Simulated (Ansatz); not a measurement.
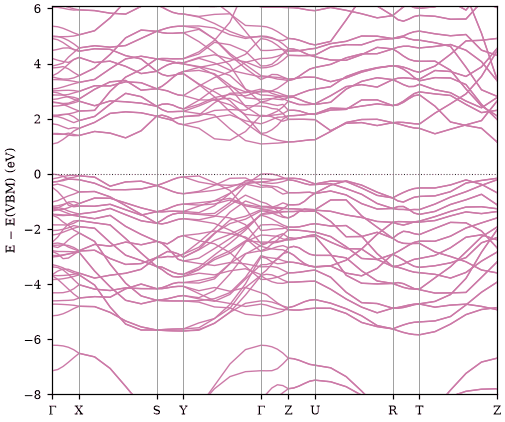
*Band structure from plane-wave PAW LDA (Ansatz code)*

Question: Read off the gap and where the band edges lie.

Answer: About 1.1 eV (1.09 eV by a search for the band edges); maximum on the Γ–Z line, 27 % of the way from Γ, minimum at Γ.

The material is Sb₂S₃ in space group Pnma (No. 62; Pearson symbol oP20).

The LDA relaxation kept the symmetry of its start; of distortions, only those at the zone centre were tested. A crystal of weakly bound chains computed without a dispersion correction: the cell and the soft elastic constants depend strongly on that. Spin–orbit coupling is left out wherever it is not named.

Potentials: the later of the program's two PAW sets.
